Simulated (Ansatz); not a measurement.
**Geometry relaxation of GeH2F4**

The run: geometry relaxation of GeH2F4. Method and program: RKS r2SCAN-D4/def2-SVP (Ansatz 0.2.0).

It belongs to a series of runs on one base structure; here: end point B relaxed. Figures and captions count atoms from 1; the log counts them from 0 in places.

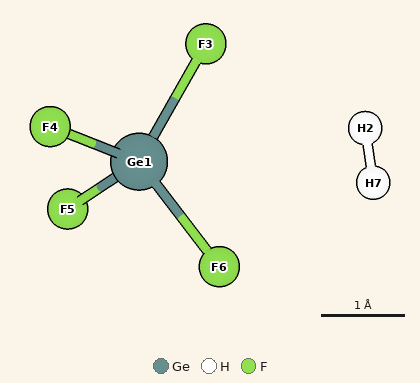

*The starting structure (ball-and-stick view, seen at a tilt; atoms are numbered from 1 in the order of the input). Sticks mark near contacts.*

## The input
```yaml
crystal:
  periodic: [false, false, false]
  atoms:
    - { symbol: Ge, position_ang: [-0.49792, -0.000138, -0.396814] }
    - { symbol: H, position_ang: [0.151633, -0.000349, 2.28706] }
    - { symbol: F, position_ang: [1.080532, -0.000355, 0.245032] }
    - { symbol: F, position_ang: [-0.653972, 1.398339, -1.35554] }
    - { symbol: F, position_ang: [-0.653872, -1.398041, -1.356411] }
    - { symbol: F, position_ang: [-1.770024, -0.000619, 0.719352] }
    - { symbol: H, position_ang: [-0.542677, 0.001164, 2.460822] }
basis:
  gaussian: { orbitals: def2-SVP }
hamiltonian:
  xc: r2scan
  dispersion: d4
relax:
  f_tol: 0.03
  max_steps: 50
```

Command:
```bash
ansatz run input.yaml --threads 4 --pin off --max-ram 5120MiB --backend cpu --events-out ev --progress --plain --runs-dir out
```

## What the program printed
```
The last accepted step is kept in [file] (removed where the run ends without a failure and the disk answers)
Engine: ansatz 0.2.0, x86_64-unknown-linux-gnu
Functional definition: r2SCAN
  parameter k0 = 0.174
  parameter k1 = 0.065
  parameter a1 = 4.9479
  exchange = r2scan_x(k0 = k0, k1 = k1, a1 = a1)
  correlation = r2scan_c
1059 factors; their error is unknown
mean field evaluation 1: about -67395.2205 eV, gradient 6.0e1 eV
mean field evaluation 2: about -67382.6015 eV, gradient 1.1e2 eV
mean field evaluation 4: about -67400.6900 eV, gradient 1.7e0 eV
mean field evaluation 8: about -67400.7030 eV, gradient 1.3e-2 eV
mean field evaluation 16: about -67400.6311 eV, gradient 2.3e-5 eV
mean field -67400.63112256 eV, -2476.9275079655 hartree, gradient 2.3e-5 eV, S^2 0.000000; 0 other end points of the search recorded, 0 dependent functions left out
the calculation of the forces begins
reference -67400.63113122 eV, -2476.9275082836 hartree; 35, 35 occupied and 63, 63 virtual orbitals, 1059 factors
relax step   1: F+E_penalty+E_count = -67400.65785788 eV  Δ(F+E_penalty+E_count) = +0.000e0 eV  max|allowed force component| = 1.692e0 eV/Å  Δτ_max = 0.0000 Å  (25 SCF iters, accepted)
these checks for a lower state are left out or cut short: starts, cluster_reference, orbital_swaps, neighbouring_geometries, increment
1059 factors; their error is unknown
mean field -67400.76195023 eV, -2476.9323157937 hartree, gradient 6.7e-6 eV, S^2 0.000000; 0 other end points of the search recorded, 0 dependent functions left out
the calculation of the forces begins
reference -67400.76195905 eV, -2476.9323161176 hartree; 35, 35 occupied and 63, 63 virtual orbitals, 1059 factors
relax step   2: F+E_penalty+E_count = -67400.78841781 eV  Δ(F+E_penalty+E_count) = -1.306e-1 eV  max|allowed force component| = 2.899e-1 eV/Å  Δτ_max = 0.1942 Å  (28 SCF iters, accepted)
these checks for a lower state are left out or cut short: starts, cluster_reference, orbital_swaps, neighbouring_geometries, increment
1059 factors; their error is unknown
mean field -67400.78449189 eV, -2476.9331441844 hartree, gradient 6.6e-6 eV, S^2 0.000000; 0 other end points of the search recorded, 0 dependent functions left out
the calculation of the forces begins
reference -67400.78450079 eV, -2476.9331445115 hartree; 35, 35 occupied and 63, 63 virtual orbitals, 1059 factors
relax step   3: F+E_penalty+E_count = -67400.81084109 eV  Δ(F+E_penalty+E_count) = -2.242e-2 eV  max|allowed force component| = 1.558e-1 eV/Å  Δτ_max = 0.0597 Å  (28 SCF iters, accepted)
these checks for a lower state are left out or cut short: starts, cluster_reference, orbital_swaps, neighbouring_geometries, increment
1059 factors; their error is unknown
mean field evaluation 32: about -67400.8806 eV, gradient 2.6e-2 eV
mean field -67400.81699167 eV, -2476.9343385294 hartree, gradient 8.9e-5 eV, S^2 0.000000; 0 other end points of the search recorded, 0 dependent functions left out
the calculation of the forces begins
reference -67400.81700076 eV, -2476.9343388634 hartree; 35, 35 occupied and 63, 63 virtual orbitals, 1059 factors
relax step   4: F+E_penalty+E_count = -67400.84293587 eV  Δ(F+E_penalty+E_count) = -3.209e-2 eV  max|allowed force component| = 4.199e-2 eV/Å  Δτ_max = 0.1924 Å  (24 SCF iters, accepted)
these checks for a lower state are left out or cut short: starts, cluster_reference, orbital_swaps, neighbouring_geometries, increment
1059 factors; their error is unknown
mean field -67400.82213997 eV, -2476.9345277259 hartree, gradient 6.1e-6 eV, S^2 0.000000; 0 other end points of the search recorded, 0 dependent functions left out
the calculation of the forces begins
reference -67400.82214922 eV, -2476.9345280657 hartree; 35, 35 occupied and 63, 63 virtual orbitals, 1059 factors
relax step   5: F+E_penalty+E_count = -67400.84785181 eV  Δ(F+E_penalty+E_count) = -4.916e-3 eV  max|allowed force component| = 5.138e-2 eV/Å  Δτ_max = 0.1088 Å  (27 SCF iters, accepted)
these checks for a lower state are left out or cut short: starts, cluster_reference, orbital_swaps, neighbouring_geometries, increment
1059 factors; their error is unknown
mean field -67400.82257967 eV, -2476.9345438844 hartree, gradient 5.7e-6 eV, S^2 0.000000; 0 other end points of the search recorded, 0 dependent functions left out
the calculation of the forces begins
reference -67400.82258895 eV, -2476.9345442254 hartree; 35, 35 occupied and 63, 63 virtual orbitals, 1059 factors
relax step   6: F+E_penalty+E_count = -67400.84822926 eV  Δ(F+E_penalty+E_count) = -3.774e-4 eV  max|allowed force component| = 2.352e-2 eV/Å  Δτ_max = 0.0274 Å  (31 SCF iters, accepted)
1059 factors; their error is unknown
mean field evaluation 64: about -67400.8226 eV, gradient 6.7e-4 eV
```

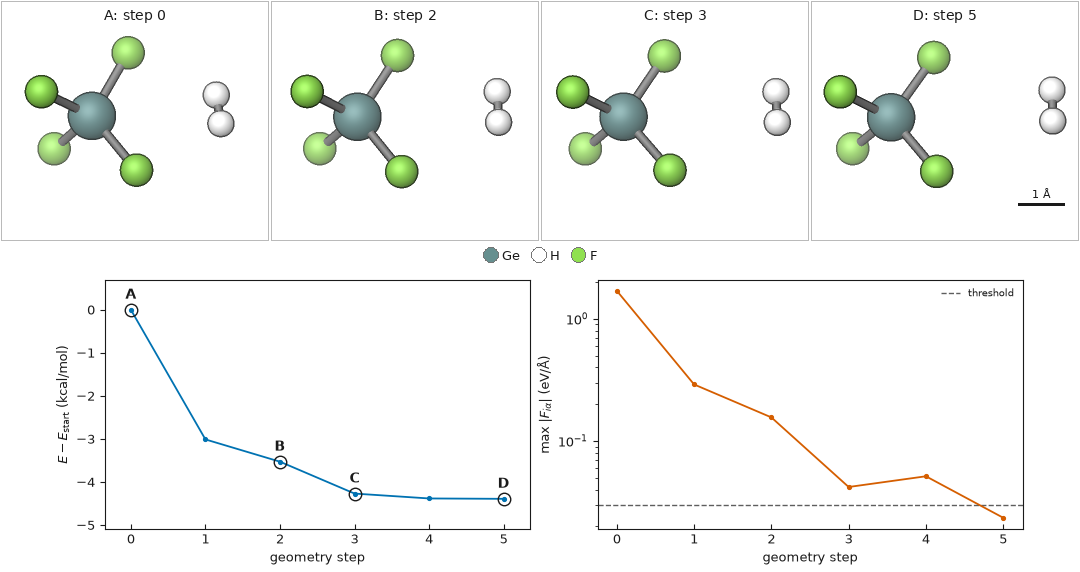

*Frames of the relaxation (ball-and-stick view, seen at a tilt) above the curves, on which the letters mark them (the first geometry is step 0 here and step 1 in the log).*

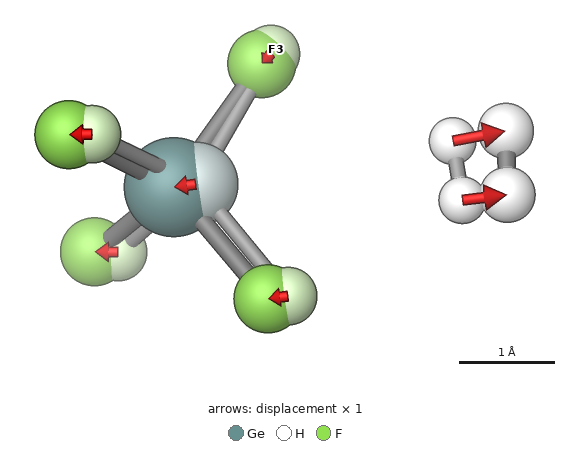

*Start (faint) and end (solid) with the displacements as red arrows, at true length (ball-and-stick view, seen at a tilt). The two geometries are laid on each other by the best rigid fit.*

The atom that moves furthest after the best rigid fit is H2 (0.57 Å). Largest moves by element: H 0.57 Å, F 0.25 Å, Ge 0.24 Å. Distances before and after: H2–H7 0.716 → 0.758 Å, Ge1–F6 1.692 → 1.702 Å. Among the angles that change: F3–Ge1–F6 116.6° → 110.4°. The energy falls by 4.39 kcal/mol in 5 geometry steps. The largest force component goes from 1.7 to 0.024 eV/Å. (Atoms are counted from 1 in the order of the input.)

```
mean field -67400.82257967 eV, -2476.9345438844 hartree, gradient 5.8e-6 eV, S^2 0.000000; 1 other end points of the search recorded, 0 dependent functions left out
the calculation of the forces begins
reference -67400.82258895 eV, -2476.9345442254 hartree; 35, 35 occupied and 63, 63 virtual orbitals, 1059 factors
Total energy: -67400.84823853 eV, -2476.9354868303 hartree
Atom 0 at    -0.546290    -0.000996    -0.630883 Å, force    -0.014541    -0.000390     0.023523 eV/Å
Atom 1 at     0.300931     0.002606     2.841170 Å, force    -0.013198     0.000009     0.003068 eV/Å
Atom 2 at     0.961878    -0.002851     0.157744 Å, force    -0.008541    -0.000034    -0.011307 eV/Å
Atom 3 at    -0.669637     1.390343    -1.601671 Å, force     0.001530     0.006300    -0.000026 eV/Å
Atom 4 at    -0.670214    -1.388574    -1.606988 Å, force     0.001601    -0.005978     0.000067 eV/Å
Atom 5 at    -1.811494    -0.002953     0.508240 Å, force     0.022043     0.000043    -0.018401 eV/Å
Atom 6 at    -0.451474     0.002426     2.935890 Å, force     0.011107     0.000049     0.003075 eV/Å
Dipole moment:     0.002160     0.000013     0.006774 e Å
```

## Trajectory as extended XYZ (Å, eV, eV/Å), 6 frames, from step=1 to step=6
```
7
Properties=species:S:1:pos:R:3:forces:R:3 step=1 energy=-67400.65786
Ge   -0.4979   -0.0001   -0.3968    0.2123  -0.0004  -0.5532
H     0.1516   -0.0003    2.2871    1.6920  -0.0029  -0.0697
F     1.0805   -0.0004    0.2450   -0.0181  -0.0001  -0.0041
F    -0.6540    1.3983   -1.3555   -0.0046  -0.0044   0.0019
F    -0.6539   -1.3980   -1.3564   -0.0046   0.0047   0.0018
F    -1.7700   -0.0006    0.7194   -0.4358  -0.0001  -0.0110
H    -0.5427    0.0012    2.4608   -1.4413   0.0032   0.6343
7
Properties=species:S:1:pos:R:3:forces:R:3 step=2 energy=-67400.78842
Ge   -0.5208   -0.0002   -0.4598    0.1454  -0.0002  -0.2899
H     0.2381   -0.0001    2.4610    0.0577   0.0002   0.1168
F     1.0381   -0.0004    0.2325   -0.1304  -0.0001   0.0131
F    -0.6514    1.4034   -1.4135   -0.0019  -0.0065  -0.0323
F    -0.6513   -1.4031   -1.4145   -0.0019   0.0066  -0.0325
F    -1.8299   -0.0007    0.6227   -0.0561   0.0000   0.1046
H    -0.5090    0.0010    2.5751   -0.0129  -0.0001   0.1202
7
Properties=species:S:1:pos:R:3:forces:R:3 step=3 energy=-67400.81084
Ge   -0.5255   -0.0004   -0.4934    0.0821   0.0003  -0.1558
H     0.2479    0.0005    2.5198    0.0727   0.0002   0.0919
F     1.0140   -0.0009    0.2364   -0.0535  -0.0002  -0.0257
F    -0.6555    1.4002   -1.4511   -0.0017  -0.0131  -0.0249
F    -0.6555   -1.3996   -1.4530   -0.0017   0.0130  -0.0250
F    -1.8119   -0.0011    0.6177   -0.0586  -0.0002   0.0351
H    -0.4998    0.0013    2.6270   -0.0393   0.0000   0.1046
7
Properties=species:S:1:pos:R:3:forces:R:3 step=4 energy=-67400.84294
Ge   -0.5298   -0.0007   -0.5785   -0.0259  -0.0004  -0.0111
H     0.2592    0.0017    2.7119    0.0420   0.0001   0.0273
F     0.9997   -0.0020    0.1674   -0.0041   0.0000   0.0086
F    -0.6727    1.3915   -1.5450   -0.0005   0.0130  -0.0087
F    -0.6731   -1.3904   -1.5486   -0.0005  -0.0127  -0.0088
F    -1.7795   -0.0020    0.5776    0.0092   0.0000  -0.0320
H    -0.4900    0.0018    2.8189   -0.0202   0.0001   0.0247
7
Properties=species:S:1:pos:R:3:forces:R:3 step=5 energy=-67400.84785
Ge   -0.5445   -0.0009   -0.6192   -0.0195  -0.0004   0.0045
H     0.2961    0.0024    2.8142    0.0501   0.0000  -0.0016
F     0.9654   -0.0026    0.1658   -0.0073   0.0000  -0.0051
F    -0.6683    1.3903   -1.5901    0.0025   0.0089  -0.0009
F    -0.6688   -1.3887   -1.5950    0.0026  -0.0086  -0.0008
F    -1.8122   -0.0027    0.5169    0.0229   0.0000  -0.0106
H    -0.4542    0.0023    2.9109   -0.0514   0.0000   0.0145
7
Properties=species:S:1:pos:R:3:forces:R:3 step=6 energy=-67400.84823
Ge   -0.5463   -0.0010   -0.6309   -0.0145  -0.0004   0.0235
H     0.3009    0.0026    2.8412   -0.0132   0.0000   0.0031
F     0.9619   -0.0029    0.1577   -0.0085   0.0000  -0.0113
F    -0.6696    1.3903   -1.6017    0.0015   0.0063   0.0000
F    -0.6702   -1.3886   -1.6070    0.0016  -0.0060   0.0001
F    -1.8115   -0.0030    0.5082    0.0220   0.0000  -0.0184
H    -0.4515    0.0024    2.9359    0.0111   0.0000   0.0031
```

## Results in brief

```tsv
quantity	value
outcome	converged
total energy	−67400.8482 eV
mean-field energy	−67400.8226 eV
largest force (length of the vector) at the end	0.029 eV/Å
hardware	4 threads of AMD EPYC (Zen 3), 24 GiB of memory available, shared host
wall time	8.4 s (CPU time 30 s)
peak memory	0.19 GiB
```
